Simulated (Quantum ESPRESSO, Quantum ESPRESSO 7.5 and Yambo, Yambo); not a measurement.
**NaF (Villiaumite): G0W0 with Yambo, start to end**

Wanted: ground state, empty states, screening and self-energy for NaF (Villiaumite).

Main program and level: Quantum ESPRESSO 7.5 and Yambo 5.3.0; PBE and many-body steps on it, plane waves.

The database entry behind the starting cell differs from later determinations by our own check (0.1 to 0.3 % short, probably kX units), so it need not match the best structure at ambient conditions.

## (1) Set-up

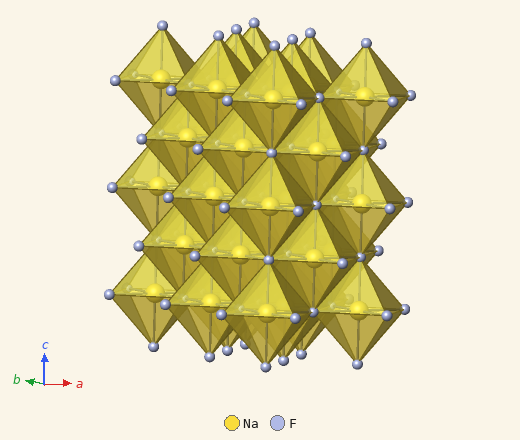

The starting structure, seen slightly off an axis (sodium yellow, fluorine light blue). 1×2×2 cells are drawn. This picture shows the conventional cell, with its axes. Some periodic images of atoms are drawn too.

The cell and positions come from the Crystallography Open Database and are kept as given unless a step says otherwise.

## (2) Ground state

This step: Quantum ESPRESSO 7.5; DFT, PBE, plane waves, norm-conserving pseudopotentials.

The ground-state density comes first.

File pw.in:

```
&control
  calculation = 'scf'
  prefix = 'x'
  outdir = 'o'
  pseudo_dir = 'pseudo'
/
&system
  ibrav = 0
  nat = 2
  ntyp = 2
  ecutwfc = 76.0
  nbnd = 13
  force_symmorphic = .true.
/
&electrons
  conv_thr = 1e-10
  electron_maxstep = 80
  mixing_beta = 0.5
/
ATOMIC_SPECIES
  Na 22.99 Na.upf
  F 18.998 F.upf
CELL_PARAMETERS angstrom
  -0.0000000000 2.3100000000 2.3100000000
  2.3100000000 0.0000000000 2.3100000000
  2.3100000000 2.3100000000 0.0000000000
ATOMIC_POSITIONS crystal
  Na 0.0000000000 0.0000000000 0.0000000000
  F 0.5000000000 0.5000000000 0.5000000000
K_POINTS automatic
  8 8 8 0 0 0
```

On the command line:

```console
$ OMP_NUM_THREADS=1 mpirun -n 4 pw.x -nk 4 -in pw.in > pw.out
```

Output:

```text
Program PWSCF v.7.5 starts

     This program is part of the open-source Quantum ESPRESSO suite
     for quantum simulation of materials; please cite
         "P. Giannozzi et al., J. Phys.:Condens. Matter 21 395502 (2009);
         "P. Giannozzi et al., J. Phys.:Condens. Matter 29 465901 (2017);
         "P. Giannozzi et al., J. Chem. Phys. 152 154105 (2020);
     in publications or presentations arising from this work. More details at
     Message from routine setup:
     using ibrav=0 with symmetry is DISCOURAGED, use correct ibrav instead

     G-vector sticks info

     bravais-lattice index     =            0
     lattice parameter (alat)  =       6.1734  a.u.
     unit-cell volume          =     166.3652 (a.u.)^3
     number of atoms/cell      =            2
     number of atomic types    =            2
     number of electrons       =        16.00
     number of Kohn-Sham states=           13
     kinetic-energy cutoff     =      76.0000  Ry
     charge density cutoff     =     304.0000  Ry
     scf convergence threshold =      1.0E-10
     mixing beta               =       0.5000
     number of iterations used =            8  plain     mixing
     Exchange-correlation= PBE
                           (   1   4   3   4   0   0   0)

     celldm(1)=   6.173420  celldm(2)=   0.000000  celldm(3)=   0.000000
     celldm(4)=   0.000000  celldm(5)=   0.000000  celldm(6)=   0.000000

     crystal axes: (cart. coord. in units of alat)
               a(1) = (  -0.000000   0.707107   0.707107 )
               a(2) = (   0.707107   0.000000   0.707107 )
               a(3) = (   0.707107   0.707107   0.000000 )

     reciprocal axes: (cart. coord. in units 2 pi/alat)
               b(1) = ( -0.707107  0.707107  0.707107 )
               b(2) = (  0.707107 -0.707107  0.707107 )
               b(3) = (  0.707107  0.707107 -0.707107 )
     Pseudo is Norm-conserving, Zval =  9.0
     Generated using ONCVPSP code by D. R. Hamann
     Using radial grid of 1992 points,  4 beta functions with:
     Pseudo is Norm-conserving + core correction, Zval =  7.0
     Generated using ONCVPSP code by D. R. Hamann
     Using radial grid of  832 points,  5 beta functions with:
     Na                9.00    22.99000     Na( 1.00)
     F                 7.00    18.99800     F ( 1.00)

     48 Sym. Ops., with inversion, found

   Cartesian axes

     site n.     atom                  positions (alat units)
         1        Na     tau(   1) = (   0.0000000   0.0000000   0.0000000  )
         2        F      tau(   2) = (   0.7071068   0.7071068   0.7071068  )

     number of k points=    29
                       cart. coord. in units 2pi/alat
        k(    1) = (   0.0000000   0.0000000   0.0000000), wk =   0.0039062
        k(    2) = (   0.0883883   0.0883883  -0.0883883), wk =   0.0312500
        k(    3) = (   0.1767767   0.1767767  -0.1767767), wk =   0.0312500
        k(    4) = (   0.2651650   0.2651650  -0.2651650), wk =   0.0312500
        k(    5) = (  -0.3535534  -0.3535534   0.3535534), wk =   0.0156250
        k(    6) = (   0.1767767   0.0000000   0.0000000), wk =   0.0234375
        k(    7) = (   0.2651650   0.0883883  -0.0883883), wk =   0.0937500
        k(    8) = (   0.3535534   0.1767767  -0.1767767), wk =   0.0937500
        k(    9) = (  -0.2651650  -0.4419417   0.4419417), wk =   0.0937500
        k(   10) = (  -0.1767767  -0.3535534   0.3535534), wk =   0.0937500
     [... 17 further rows ...]
        k(   28) = (  -0.7071068   0.1767767  -0.0000000), wk =   0.0468750
        k(   29) = (  -0.7071068   0.3535534   0.0000000), wk =   0.0234375

     Dense  grid:    14841 G-vectors     FFT dimensions: (  36,  36,  36)

     Initial potential from superposition of free atoms

     starting charge      15.9937, renormalised to      16.0000
     Starting wfcs are    9 randomized atomic wfcs +    4 random wfcs

     per-process dynamical memory:    16.2 Mb

     Self-consistent Calculation

     iteration #  1     ecut=    76.00 Ry     beta= 0.50

     total energy              =    -140.90506870 Ry
     estimated scf accuracy    <       0.20541905 Ry

     iteration #  2     ecut=    76.00 Ry     beta= 0.50

     total energy              =    -140.96074677 Ry
     estimated scf accuracy    <       0.03093438 Ry

     iteration #  3     ecut=    76.00 Ry     beta= 0.50

     total energy              =    -140.96573482 Ry
     estimated scf accuracy    <       0.00248183 Ry

     iteration #  4     ecut=    76.00 Ry     beta= 0.50

     total energy              =    -140.96592800 Ry
     estimated scf accuracy    <       0.00003913 Ry

     iteration #  5     ecut=    76.00 Ry     beta= 0.50

     total energy              =    -140.96593756 Ry
     estimated scf accuracy    <       0.00000303 Ry

     iteration #  6     ecut=    76.00 Ry     beta= 0.50

     total energy              =    -140.96593817 Ry
     estimated scf accuracy    <       0.00000085 Ry

     iteration #  7     ecut=    76.00 Ry     beta= 0.50

     total energy              =    -140.96593823 Ry
     estimated scf accuracy    <       0.00000002 Ry

     iteration #  8     ecut=    76.00 Ry     beta= 0.50

     total energy              =    -140.96593824 Ry
     estimated scf accuracy    <          9.4E-10 Ry

     iteration #  9     ecut=    76.00 Ry     beta= 0.50

     End of self-consistent calculation

          k = 0.0000 0.0000 0.0000 (  1837 PWs)   bands (ev):

   -46.0612 -18.1124 -17.9444 -17.9444 -17.9444   0.9991   0.9991   0.9991
     7.3887  20.1552  20.1552  20.1552  22.9761

          k = 0.0884 0.0884-0.0884 (  1868 PWs)   bands (ev):

   -46.0592 -18.3435 -17.9465 -17.9465 -17.6943   0.7042   0.9609   0.9609
     7.9350  18.3913  20.3920  20.3920  24.6607

          k = 0.1768 0.1768-0.1768 (  1880 PWs)   bands (ev):

   -46.0544 -18.5826 -17.9509 -17.9509 -17.4082   0.1027   0.8702   0.8702
     9.2562  16.2769  20.9069  20.9069  23.9808

          k = 0.2652 0.2652-0.2652 (  1868 PWs)   bands (ev):

     [... further k-points ...]

     highest occupied, lowest unoccupied level (ev):     0.9991    7.3887

!    total energy              =    -140.96593824 Ry
     estimated scf accuracy    <          6.5E-12 Ry

     The total energy is the sum of the following terms:
     one-electron contribution =     -77.23621110 Ry
     hartree contribution      =      45.26614007 Ry
     xc contribution           =     -24.99890268 Ry
     ewald contribution        =     -83.99696453 Ry

     convergence has been achieved in   9 iterations

     XML data file, charge density, pseudopotentials, collected wavefunctions

=------------------------------------------------------------------------------=
   JOB DONE.
=------------------------------------------------------------------------------=
```

The job ended after 3.7 s (4 MPI ranks of Arm Neoverse V1, shared host; peak memory 0.2 GiB; 15 s of CPU time).

This step gave:

```
total energy               : -1917.9393 eV
gap                        : 6.390 eV
k of the valence top       : 0, 0, 0
k of the conduction bottom : 0, 0, 0
least direct gap           : 6.390 eV
```

The gap is direct, at Γ.

## (3) Bands along the symmetry lines

The cheap functional maps the bands first; the places of the edges decide which points the dearer methods must see.

File pw.in:

```
&control
  calculation = 'bands'
  prefix = 'x'
  outdir = 'o'
  pseudo_dir = 'pseudo'
/
&system
  ibrav = 0
  nat = 2
  ntyp = 2
  ecutwfc = 76.0
  nbnd = 14
  force_symmorphic = .true.
/
&electrons
  conv_thr = 1e-9
  electron_maxstep = 80
  diago_full_acc = .true.
  diago_thr_init = 5e-6
/
ATOMIC_SPECIES
  Na 22.99 Na.upf
  F 18.998 F.upf
CELL_PARAMETERS angstrom
  -0.0000000000 2.3100000000 2.3100000000
  2.3100000000 0.0000000000 2.3100000000
  2.3100000000 2.3100000000 0.0000000000
ATOMIC_POSITIONS crystal
  Na 0.0000000000 0.0000000000 0.0000000000
  F 0.5000000000 0.5000000000 0.5000000000
K_POINTS crystal
  50
  0.00000000 0.00000000 0.00000000 1
  0.06250000 0.00000000 0.06250000 1
  0.12500000 0.00000000 0.12500000 1
  0.18750000 0.00000000 0.18750000 1
  0.25000000 0.00000000 0.25000000 1
  0.31250000 0.00000000 0.31250000 1
  0.37500000 0.00000000 0.37500000 1
  0.43750000 0.00000000 0.43750000 1
  0.50000000 0.00000000 0.50000000 1
  0.51562500 0.03125000 0.51562500 1
  0.53125000 0.06250000 0.53125000 1
  0.54687500 0.09375000 0.54687500 1
  0.56250000 0.12500000 0.56250000 1
  0.57812500 0.15625000 0.57812500 1
  0.59375000 0.18750000 0.59375000 1
  0.60937500 0.21875000 0.60937500 1
  0.62500000 0.25000000 0.62500000 1
  0.37500000 0.37500000 0.75000000 1
  0.32812500 0.32812500 0.65625000 1
  0.28125000 0.28125000 0.56250000 1
  0.23437500 0.23437500 0.46875000 1
  0.18750000 0.18750000 0.37500000 1
  0.14062500 0.14062500 0.28125000 1
  0.09375000 0.09375000 0.18750000 1
  0.04687500 0.04687500 0.09375000 1
  0.00000000 0.00000000 0.00000000 1
  0.06250000 0.06250000 0.06250000 1
  0.12500000 0.12500000 0.12500000 1
  0.18750000 0.18750000 0.18750000 1
  0.25000000 0.25000000 0.25000000 1
  0.31250000 0.31250000 0.31250000 1
  0.37500000 0.37500000 0.37500000 1
  0.43750000 0.43750000 0.43750000 1
  0.50000000 0.50000000 0.50000000 1
  0.50000000 0.46875000 0.53125000 1
  0.50000000 0.43750000 0.56250000 1
  0.50000000 0.40625000 0.59375000 1
  0.50000000 0.37500000 0.62500000 1
  0.50000000 0.34375000 0.65625000 1
  0.50000000 0.31250000 0.68750000 1
  0.50000000 0.28125000 0.71875000 1
  0.50000000 0.25000000 0.75000000 1
  0.50000000 0.21875000 0.71875000 1
  0.50000000 0.18750000 0.68750000 1
  0.50000000 0.15625000 0.65625000 1
  0.50000000 0.12500000 0.62500000 1
  0.50000000 0.09375000 0.59375000 1
  0.50000000 0.06250000 0.56250000 1
  0.50000000 0.03125000 0.53125000 1
  0.50000000 0.00000000 0.50000000 1
```

Output:

```text
[banner, memory and clock lines left out]
Program PWSCF v.7.5 starts

     Atomic positions and unit cell read from directory:
     o/x.save/

     Message from routine setup:
     using ibrav=0 with symmetry is DISCOURAGED, use correct ibrav instead

     G-vector sticks info

     bravais-lattice index     =            0
     lattice parameter (alat)  =       6.1734  a.u.
     unit-cell volume          =     166.3652 (a.u.)^3
     number of atoms/cell      =            2
     number of atomic types    =            2
     number of electrons       =        16.00
     number of Kohn-Sham states=           14
     kinetic-energy cutoff     =      76.0000  Ry
     charge density cutoff     =     304.0000  Ry
     Exchange-correlation= PBE
                           (   1   4   3   4   0   0   0)

     celldm(1)=   6.173420  celldm(2)=   0.000000  celldm(3)=   0.000000
     celldm(4)=   0.000000  celldm(5)=   0.000000  celldm(6)=   0.000000

     crystal axes: (cart. coord. in units of alat)
               a(1) = (  -0.000000   0.707107   0.707107 )
               a(2) = (   0.707107   0.000000   0.707107 )
               a(3) = (   0.707107   0.707107   0.000000 )

     reciprocal axes: (cart. coord. in units 2 pi/alat)
               b(1) = ( -0.707107  0.707107  0.707107 )
               b(2) = (  0.707107 -0.707107  0.707107 )
               b(3) = (  0.707107  0.707107 -0.707107 )
     Pseudo is Norm-conserving, Zval =  9.0
     Generated using ONCVPSP code by D. R. Hamann
     Using radial grid of 1992 points,  4 beta functions with:
     Pseudo is Norm-conserving + core correction, Zval =  7.0
     Generated using ONCVPSP code by D. R. Hamann
     Using radial grid of  832 points,  5 beta functions with:
     Na                9.00    22.99000     Na( 1.00)
     F                 7.00    18.99800     F ( 1.00)

     48 Sym. Ops., with inversion, found

   Cartesian axes

     site n.     atom                  positions (alat units)
         1        Na     tau(   1) = (   0.0000000   0.0000000   0.0000000  )
         2        F      tau(   2) = (   0.7071068   0.7071068   0.7071068  )

     number of k points=    50
                       cart. coord. in units 2pi/alat
        k(    1) = (   0.0000000   0.0000000   0.0000000), wk =   0.0400000
        k(    2) = (   0.0000000   0.0883883   0.0000000), wk =   0.0400000
        k(    3) = (   0.0000000   0.1767767   0.0000000), wk =   0.0400000
[...]
[... 38 further rows ...]
        k(   49) = (   0.0441942   0.7071068   0.0000000), wk =   0.0400000
        k(   50) = (   0.0000000   0.7071068   0.0000000), wk =   0.0400000

     Dense  grid:    14841 G-vectors     FFT dimensions: (  36,  36,  36)

     The potential is recalculated from file :
     o/x.save/charge-density

     Starting wfcs are    9 randomized atomic wfcs +    5 random wfcs

     Band Structure Calculation

     End of band structure calculation

          k = 0.0000 0.0000 0.0000 (  1837 PWs)   bands (ev):

   -46.0612 -18.1124 -17.9444 -17.9444 -17.9444   0.9991   0.9991   0.9991
     7.3887  20.1552  20.1552  20.1552  22.9761  25.2676

          k = 0.0000 0.0884 0.0000 (  1860 PWs)   bands (ev):

   -46.0605 -18.2240 -17.9466 -17.9466 -17.8239   0.9016   0.9819   0.9819
     7.5791  19.4193  20.1883  20.1883  23.9314  24.6712

          k = 0.0000 0.1768 0.0000 (  1864 PWs)   bands (ev):

   -46.0586 -18.3587 -17.9524 -17.9524 -17.6650   0.6566   0.9339   0.9339
     8.1068  18.2107  20.2796  20.2796  23.3798  25.6756

          k = 0.0000 0.2652-0.0000 (  1860 PWs)   bands (ev):

[...]
k =-0.0000 0.4419 0.0000 (  1868 PWs)   bands (ev):

[...]
k = 0.0000 0.5303-0.0000 (  1868 PWs)   bands (ev):

[...]
k =-0.0000 0.6187 0.0000 (  1836 PWs)   bands (ev):

[...]
k = 0.5303 0.5303-0.0000 (  1850 PWs)   bands (ev):

[...]
k = 0.1326 0.7071-0.0000 (  1850 PWs)   bands (ev):

[...]
k = 0.0884 0.7071-0.0000 (  1842 PWs)   bands (ev):

[...]
k = 0.0442 0.7071 0.0000 (  1850 PWs)   bands (ev):

   -46.0434 -18.0868 -18.0442 -17.9996 -17.8171  -0.2720   0.5831   0.5865
    14.2476  14.4215  14.7851  20.7895  20.9683  25.2786

          k = 0.0000 0.7071 0.0000 (  1868 PWs)   bands (ev):

   -46.0434 -18.0878 -17.9989 -17.9989 -17.8640  -0.2793   0.5928   0.5928
    14.2463  14.4239  14.7464  20.9053  20.9053  25.1583

     XML data file, pseudopotentials, collected wavefunctions
```

Elapsed: 2.1 s, on 4 MPI ranks; peak memory 0.18 GiB.

This step gave:

| Item | Value |
| --- | --- |
| gap | 6.390 eV |
| k of the valence top | 0, 0, 0 |
| k of the conduction bottom | 0, 0, 0 |
| least direct gap | 6.390 eV |

The gap is 6.390 eV, as in the run before at this level.

Electronic bands along the path, in eV, zero at the top of the highest filled band; v1 is the highest filled band, c1 the lowest empty one:

```csv
point,v4,v3,v2,v1,c1,c2,c3,c4
Γ,-18.94,0.00,0.00,0.00,6.39,19.16,19.16,19.16
X,-18.86,-1.28,-0.41,-0.41,13.25,13.42,13.75,19.91
U,-18.45,-1.06,-0.83,-0.37,12.94,13.33,14.85,19.55
jump to K,-18.45,-1.06,-0.83,-0.37,12.94,13.33,14.85,19.55
Γ,-18.94,0.00,0.00,0.00,6.39,19.16,19.16,19.16
L,-18.13,-1.59,-0.25,-0.25,10.88,12.57,20.25,20.25
W,-18.44,-0.87,-0.87,-0.57,13.32,13.32,15.34,17.03
X,-18.86,-1.28,-0.41,-0.41,13.25,13.42,13.75,19.91
```

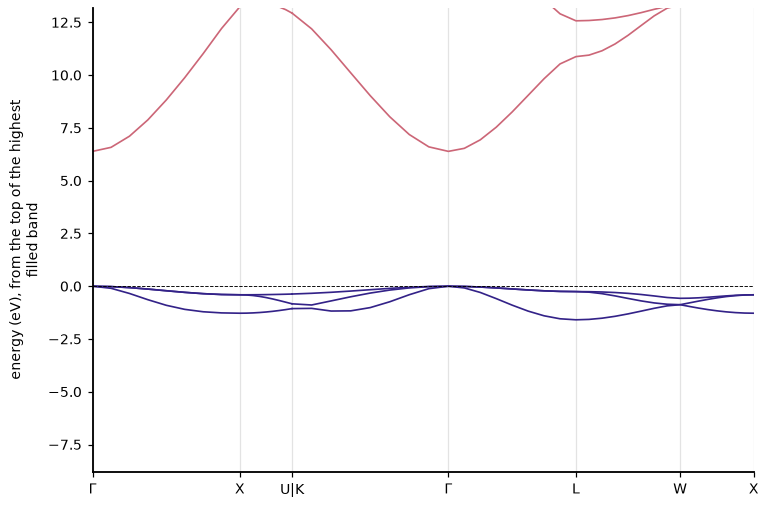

Electronic bands along the path; lines of filled and empty bands in two colours.

## (4) Empty states on the mesh, 6×6×6 mesh, 63 bands

The sums over transitions need many empty states on a uniform mesh; this step solves for them.

File pw.in:

```
&control
  calculation = 'nscf'
  prefix = 'x'
  outdir = 'o'
  pseudo_dir = 'pseudo'
/
&system
  ibrav = 0
  nat = 2
  ntyp = 2
  ecutwfc = 76.0
  nbnd = 63
  force_symmorphic = .true.
/
&electrons
  conv_thr = 1e-9
  electron_maxstep = 80
  diago_full_acc = .true.
  diago_thr_init = 5e-6
/
ATOMIC_SPECIES
  Na 22.99 Na.upf
  F 18.998 F.upf
CELL_PARAMETERS angstrom
  -0.0000000000 2.3100000000 2.3100000000
  2.3100000000 0.0000000000 2.3100000000
  2.3100000000 2.3100000000 0.0000000000
ATOMIC_POSITIONS crystal
  Na 0.0000000000 0.0000000000 0.0000000000
  F 0.5000000000 0.5000000000 0.5000000000
K_POINTS automatic
  6 6 6 0 0 0
```

Output:

```text
[banner, memory and clock lines left out]
Program PWSCF v.7.5 starts

     Atomic positions and unit cell read from directory:
     o/x.save/

     Message from routine setup:
     using ibrav=0 with symmetry is DISCOURAGED, use correct ibrav instead

     G-vector sticks info

     bravais-lattice index     =            0
     lattice parameter (alat)  =       6.1734  a.u.
     unit-cell volume          =     166.3652 (a.u.)^3
     number of atoms/cell      =            2
     number of atomic types    =            2
     number of electrons       =        16.00
     number of Kohn-Sham states=           63
     kinetic-energy cutoff     =      76.0000  Ry
     charge density cutoff     =     304.0000  Ry
     Exchange-correlation= PBE
                           (   1   4   3   4   0   0   0)

     celldm(1)=   6.173420  celldm(2)=   0.000000  celldm(3)=   0.000000
     celldm(4)=   0.000000  celldm(5)=   0.000000  celldm(6)=   0.000000

     crystal axes: (cart. coord. in units of alat)
               a(1) = (  -0.000000   0.707107   0.707107 )
               a(2) = (   0.707107   0.000000   0.707107 )
               a(3) = (   0.707107   0.707107   0.000000 )

     reciprocal axes: (cart. coord. in units 2 pi/alat)
               b(1) = ( -0.707107  0.707107  0.707107 )
               b(2) = (  0.707107 -0.707107  0.707107 )
               b(3) = (  0.707107  0.707107 -0.707107 )
     Pseudo is Norm-conserving, Zval =  9.0
     Generated using ONCVPSP code by D. R. Hamann
     Using radial grid of 1992 points,  4 beta functions with:
     Pseudo is Norm-conserving + core correction, Zval =  7.0
     Generated using ONCVPSP code by D. R. Hamann
     Using radial grid of  832 points,  5 beta functions with:
     Na                9.00    22.99000     Na( 1.00)
     F                 7.00    18.99800     F ( 1.00)

     48 Sym. Ops., with inversion, found

   Cartesian axes

     site n.     atom                  positions (alat units)
         1        Na     tau(   1) = (   0.0000000   0.0000000   0.0000000  )
         2        F      tau(   2) = (   0.7071068   0.7071068   0.7071068  )

     number of k points=    16
                       cart. coord. in units 2pi/alat
        k(    1) = (   0.0000000   0.0000000   0.0000000), wk =   0.0092593
        k(    2) = (   0.1178511   0.1178511  -0.1178511), wk =   0.0740741
        k(    3) = (   0.2357023   0.2357023  -0.2357023), wk =   0.0740741
[...]
[... 4 further rows ...]
        k(   15) = (  -0.1178511  -0.3535534   0.5892557), wk =   0.2222222
        k(   16) = (  -0.7071068   0.2357023   0.0000000), wk =   0.1111111

     Dense  grid:    14841 G-vectors     FFT dimensions: (  36,  36,  36)

     The potential is recalculated from file :
     o/x.save/charge-density

     Starting wfcs are    9 randomized atomic wfcs +   54 random wfcs

     Band Structure Calculation

     End of band structure calculation

          k = 0.0000 0.0000 0.0000 (  1837 PWs)   bands (ev):

   -46.0612 -18.1124 -17.9444 -17.9444 -17.9444   0.9991   0.9991   0.9991
     7.3887  20.1552  20.1552  20.1552  22.9761  25.2676  25.2676  27.9363
    27.9363  27.9363  35.0083  35.0083  35.0083  40.3077  49.4273  49.4273
[...]
78.9951  78.9951  80.0253  87.7931  87.7931  87.7931  95.9908

          k = 0.1179 0.1179-0.1179 (  1874 PWs)   bands (ev):

[...]
85.8719  88.4543  88.4543  88.6583  88.6583  92.2298  94.4348

          k = 0.2357 0.2357-0.2357 (  1865 PWs)   bands (ev):

[...]
71.4137  72.1123  72.5279  72.5279  72.8186  72.8186  77.0148  77.9730
    77.9730  80.7681  85.1747  85.1747  87.0377  89.9279  90.2977  90.2977
    90.7916  90.7916  91.8388  91.8716  91.8716  96.0685  97.0218

          k =-0.3536-0.3536 0.3536 (  1850 PWs)   bands (ev):

     [... further k-points ...]

     highest occupied, lowest unoccupied level (ev):     0.9991    7.3887

     XML data file, pseudopotentials, collected wavefunctions
```

Wall time 3.5 s (4 MPI ranks); peak memory 0.21 GiB.

Numbers from this step:

```
gap                                                           : 6.390 eV
k of the valence top                                          : 0, 0, 0
k of the conduction bottom                                    : 0, 0, 0
least direct gap                                              : 6.390 eV
k points computed                                             : 16
lowest point of the top converged band, above the valence top : 92.0876 eV
```

On this mesh the gap is 6.390 eV.

(Continued in part 2 of 2.)

[Paths, hosts, dates, memory and timing lines, banners, echoed tables and standing remarks are left out of the program output.]

[Logs are printed without paths, hosts, clocks, repeated set-up lines and the standing remarks that a program may print on its own settings, such as how far it seeks lower states.]

[Runs of the session that timed out or met a known fault of the program may be left out.]

[Hosts, paths, dates, database ids (printed as entryN), source tags and the programs' standing remarks are cut or masked in the printed files.]
